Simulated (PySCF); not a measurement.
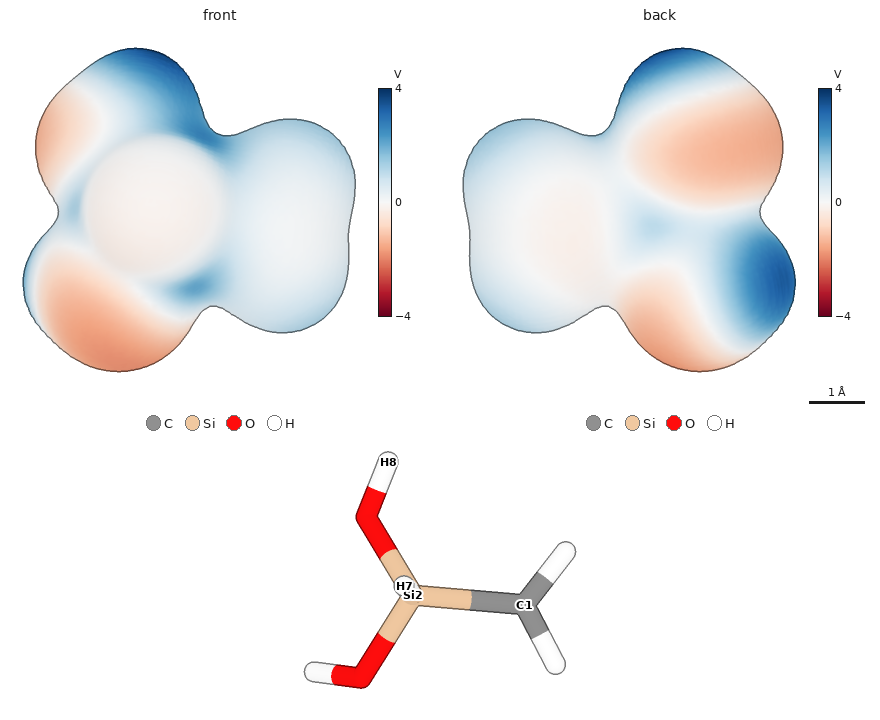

Figure 1: CH₅O₂Si (SMILES [CH2][SiH](O)O) (doublet). The molecular electrostatic potential painted on the density surface at 0.004 e/bohr³, seen from the front and from behind; red is negative and blue positive. The bare structure is drawn below in the same view.

Geometry: GFN2-xTB.

These are results of PySCF, UKS B3LYP, pcH-1 on C H O Si, non-relativistic, mean-field spin-orbit, GIAO, not measurements.

```xyz
9

C     1.4859    0.0502   -0.1235
Si   -0.3051   -0.1553    0.3057
O    -1.2178    1.0965   -0.2271
O    -0.9161   -1.4726   -0.4186
H     2.0115    0.9833   -0.0184
H     2.1200   -0.7954   -0.3179
H    -0.5023   -0.3196    1.7497
H    -1.0053    1.9862    0.0334
H    -1.6572   -1.3673   -1.0087
```

**Which sites attract a positive test charge, and which a negative one?**

A positive charge is drawn to the negative regions and a negative charge to the positive ones. The most negative region (about −1.8 V) lies over O4, the most positive (about +3.6 V) over H8. O4 is the likeliest acceptor of a hydrogen bond.
